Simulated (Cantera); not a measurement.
Charge: 1 mol Nb, 0.23 mol H₂O, 86 mol H₂, equilibrated at 0.300 Pa.

Equilibrium computed with Cantera from the NASA thermochemical tables; the gas is ideal and each condensed phase is pure. Candidate condensed phases: H₂O, Nb, NbO, NbO₂, Nb₂O₅; 12 gas species. Mutual solubility and eutectic melting of coexisting phases are not modelled. NbO: taken at fixed stoichiometry. Condensed phases not in the tables: N, O or C dissolved in the metal. Equilibrium is a limit: real reactors are often held back by kinetics, nucleation or transport.

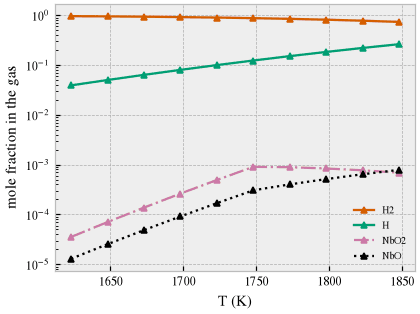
Figure: Equilibrium gas composition (values under 1e-9 drawn at 1e-9)

From 1623 K to 1748 K the condensed part is Nb(s) + NbO(s). From 1773 K to 1848 K the condensed part is Nb(s). The main Nb-bearing gas is NbO₂ at 1623 K and NbO at 1848 K. The share of Nb in condensed phases is highest at 1623 K (99.6 %) and lowest at 1848 K (85.3 %).
